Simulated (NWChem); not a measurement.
**CH2O2 (formic acid): levels of theory compared**

Aim: a comparison of 4 runs (HF/3-21G, HF/def2-SVP, B3LYP/6-31G*, MP2/def2-SVP) of CH2O2 (formic acid). 

The results are computed with NWChem 7.3.0.

## 1. Starting point

CH2O2 has 5 atoms, charge 0, and is taken as a singlet. SMILES: `O=CO`. The shape is that of a PBE0-D4/def2-TZVP optimisation. This is one conformer, not always the lowest.

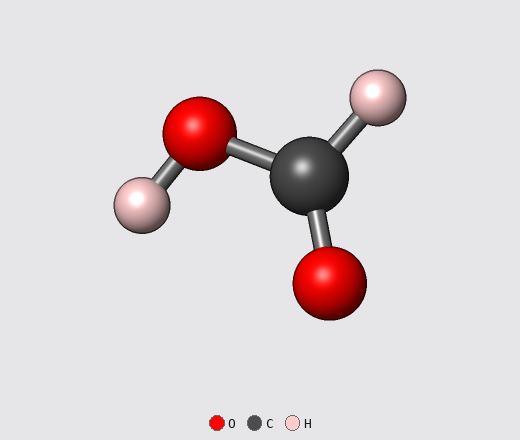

Viewed from a chosen angle; oxygen red, carbon dark grey, hydrogen pink.

## 2. Energy and forces at HF/3-21G (run 1)

sp.nw

```
start sp
memory 2200 mb
charge 0
geometry units bohr noautosym nocenter noautoz
 O   -0.73156967  -0.80449421   2.27770580
 C   -0.43629997  -0.65616960   0.04537232
 O    0.86356704   1.15898793  -1.13011291
 H   -1.19387227  -1.99371775  -1.35126756
 H    1.49815597   2.29537473   0.15830236
end
basis "ao basis" spherical bse
 * library 3-21G
end
scf
 thresh 1e-08
 maxiter 80
end
task scf gradient
```

Run with:

```bash
$ nwchem sp.nw > sp.out
```

What it wrote:

```text
[...]
  functions       =    31
[...]
  wavefunction    = RHF
[...]
         Total SCF energy =   -187.698496324786
      One-electron energy =   -397.155930807224
      Two-electron energy =    138.904995679804
 Nuclear repulsion energy =     70.552438802633
        Time for solution =      0.3s
[...]
                         RHF ENERGY GRADIENTS
    atom               coordinates                        gradient
                 x          y          z           x          y          z
   1 O      -0.731570  -0.804494   2.277706   -0.000553  -0.001963  -0.008356
   2 C      -0.436300  -0.656170   0.045372    0.018169   0.030399   0.020974
   3 O       0.863567   1.158988  -1.130113   -0.005238  -0.008877  -0.006881
   4 H      -1.193872  -1.993718  -1.351268   -0.005775  -0.010254  -0.011076
   5 H       1.498156   2.295375   0.158302   -0.006603  -0.009304   0.005339
[...]
```

Run time: 0.82 s. Hardware: 1 thread of Intel Xeon 6975P-C (Granite Rapids), shared host; peak memory 0.1 GiB.

## 3. Energy and forces at HF/def2-SVP (run 2)

run.nw

```
START run
TITLE "CH2O2"
memory stack 880 mb heap 220 mb global 1100 mb
GEOMETRY units angstroms noautosym nocenter noautoz
 O       -0.387130      -0.425720       1.205310
 C       -0.230880      -0.347230       0.024010
 O        0.456980       0.613310      -0.598030
 H       -0.631770      -1.055030      -0.715060
 H        0.792790       1.214660       0.083770
END
BASIS "ao basis" spherical bse
 * library def2-SVP
END
SCF
 thresh 1e-08
 maxiter 80
END
TASK scf gradient
```

Run with:

```bash
$ nwchem run.nw > run.out
```

What it wrote:

```text
[...]
  functions       =    52
[...]
  wavefunction    = RHF
[...]
         Total SCF energy =   -188.619687305774
      One-electron energy =   -398.480057258909
      Two-electron energy =    139.307926072757
 Nuclear repulsion energy =     70.552443880377
        Time for solution =      1.2s
[...]
                         RHF ENERGY GRADIENTS
    atom               coordinates                        gradient
                 x          y          z           x          y          z
   1 O      -0.731570  -0.804494   2.277706   -0.006077  -0.004031   0.038675
   2 C      -0.436300  -0.656170   0.045372   -0.002097  -0.005914  -0.020354
   3 O       0.863567   1.158988  -1.130113    0.003548   0.001492  -0.028960
   4 H      -1.193872  -1.993718  -1.351267   -0.000568  -0.001468  -0.004504
   5 H       1.498156   2.295375   0.158302    0.005195   0.009922   0.015144
[...]
```

It took 2 s on 1 thread of Intel Xeon 6975P-C (Granite Rapids), shared host; peak memory 0.1 GiB.

Run 3 isn't shown in full; the table further down has it.

## 4. Energy and forces at MP2/def2-SVP (run 4)

run.py

```python
from ase import Atoms
from ase.calculators.nwchem import NWChem

molecule = Atoms(['O', 'C', 'O', 'H', 'H'], positions=[
    [-0.387130, -0.425720, 1.205310],
    [-0.230880, -0.347230, 0.024010],
    [0.456980, 0.613310, -0.598030],
    [-0.631770, -1.055030, -0.715060],
    [0.792790, 1.214660, 0.083770],
])

calc = NWChem(
    label='mol',
    theory='mp2',
    memory='2200 mb',
    basis='def2-SVP',
    basispar='spherical bse',
    scf={'nopen': '0', 'rhf': None, 'thresh': '1e-08', 'maxiter': '80'},
    mp2={'freeze': 'core 3', 'tight': None},
)
molecule.calc = calc

forces = molecule.get_forces()
print(f"energy = {molecule.get_potential_energy():.6f} eV")
print("forces (eV/A):")
for s, f in zip(molecule.symbols, forces):
    print(f"{s:2s} {f[0]:10.5f} {f[1]:10.5f} {f[2]:10.5f}")
```

Run with:

```bash
$ export ASE_NWCHEM_COMMAND="nwchem PREFIX.nwi > PREFIX.nwo"
$ python run.py
```

What it wrote:

```text
energy = -5146.118597 eV
forces (eV/A):
O    -0.14331   -0.09045    0.94555
C     0.08253    0.06078   -0.47910
O     0.12794    0.13951   -0.40773
H    -0.07857   -0.14738   -0.20934
H     0.01142    0.03754    0.15062
```

The calculator wrote mol.nwi:

```
title "mol"

permanent_dir mol

scratch_dir mol

start mol

geometry units angstrom nocenter noautosym noautoz
  O  -3.8712999999999997e-01 -4.2571999999999999e-01 1.2053100000000001e+00
  C  -2.3088000000000000e-01 -3.4722999999999998e-01 2.4010000000000000e-02
  O  4.5698000000000000e-01 6.1331000000000002e-01 -5.9802999999999995e-01
  H  -6.3177000000000005e-01 -1.0550299999999999e+00 -7.1506000000000003e-01
  H  7.9278999999999999e-01 1.2146600000000001e+00 8.3769999999999997e-02
end

memory 2200 mb

basis spherical bse noprint
   * library def2-SVP
end

scf
  nopen 0
  rhf
  thresh 1e-08
  maxiter 80
end
mp2
  freeze core 3
  tight
end

task mp2 gradient
```

mol.nwo, shortened:

```text
[...]
         Total SCF energy =   -188.619687305768
[...]
                         mp2 ENERGY GRADIENTS
    atom               coordinates                        gradient
                 x          y          z           x          y          z
   1 O      -0.731570  -0.804494   2.277706    0.002787   0.001759  -0.018388
   2 C      -0.436300  -0.656170   0.045372   -0.001605  -0.001182   0.009317
   3 O       0.863567   1.158988  -1.130113   -0.002488  -0.002713   0.007929
   4 H      -1.193872  -1.993718  -1.351267    0.001528   0.002866   0.004071
   5 H       1.498156   2.295375   0.158302   -0.000222  -0.000730  -0.002929
[...]
```

Run time: 4.2 s. Hardware: 1 thread of Intel Xeon 6975P-C (Granite Rapids), shared host; peak memory 0.13 GiB.

## 5. Overview of the runs

```tsv
run	level	iteration cap	module	energy (Eh)	dipole moment (D)	HOMO energy (eV)	LUMO energy (eV)	wall time
1	HF/3-21G	80	scf	-187.698496	1.32	-12.53	4.99	0.82 s
2	HF/def2-SVP	80	scf	-188.619687	1.63	-12.84	4.72	2 s
3	B3LYP/6-31G* (spherical functions)	100	dft	-189.751483	1.45	-7.90	0.13	7.5 s
4	MP2/def2-SVP	80	mp2	-189.116372	1.33	-12.84	4.72	4.2 s
```

## 6. Outcome

| quantity | value |
| --- | --- |
| run 4: total energy | -189.11637 Eh |
| run 4: dipole moment (of the density that the program reports) | 1.33 D |
| run 4: HOMO energy (Hartree–Fock orbitals) | -12.84 eV |
| run 4: LUMO energy (Hartree–Fock orbitals) | 4.72 eV |
| run 4: HOMO–LUMO gap (Hartree–Fock orbitals) | 17.56 eV |
| run 4: correlation energy (3 core orbitals frozen) | -496.7 mEh |
| run 4: largest force on an atom | 0.961 eV/Å |

In words: The dipole moment (its size) runs from 1.32 D (HF/3-21G) to 1.63 D (HF/def2-SVP). Over runs 1, 2, 3 the HOMO–LUMO gap runs from 8.03 eV (B3LYP/6-31G*) to 17.56 eV (HF/def2-SVP). The two ends differ in method and basis. All runs together took 15 s, the longest 7.5 s.
